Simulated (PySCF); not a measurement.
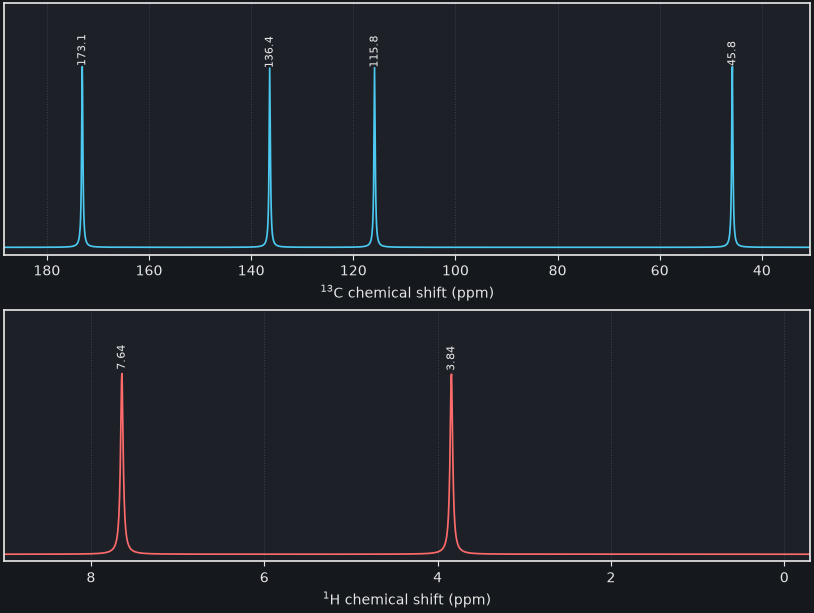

GIAO shifts, HF/pcSseg-1, PySCF, at a PBE0-D3(BJ)/def2-SVP geometry (no frequency check), against TMS for ¹³C and TMS for ¹H computed at the same level. Gas phase, fully decoupled, line heights follow the number of nuclei, widths are arbitrary (no quadrupolar broadening); values of one conformer, averaged over methyl-type rotors and exact or near symmetry.

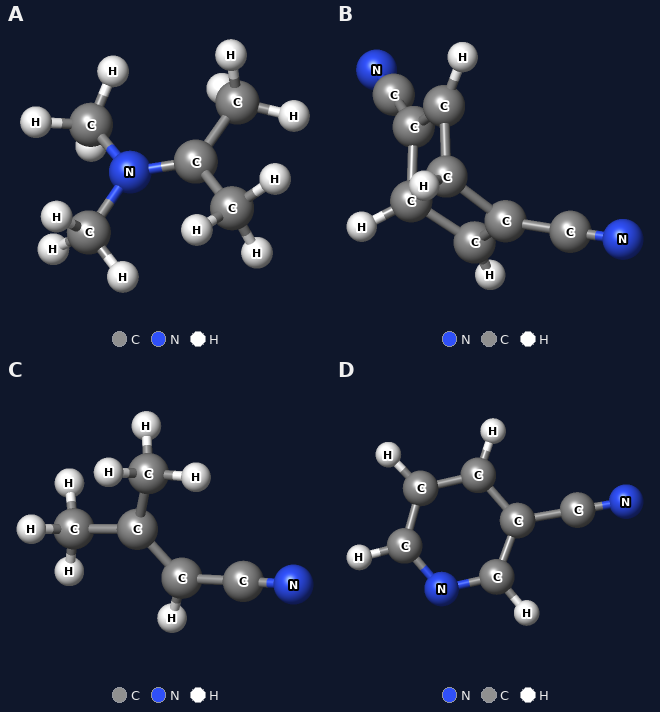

Which structure fits the spectrum? Choose among the lettered structures. Charge and spin: A +1 singlet; B neutral singlet; C neutral singlet; D neutral singlet.

Structure B, C₈H₄N₂, SMILES N#CC1=C[C@@H]2C(C#N)=C[C@H]12. Its ¹³C signals: 173.1 (2 C), 136.4 (2 C), 115.8 (2 C), 45.8 (2 C) ppm. Its ¹H signals: 7.64 (2 H), 3.84 (2 H) ppm.
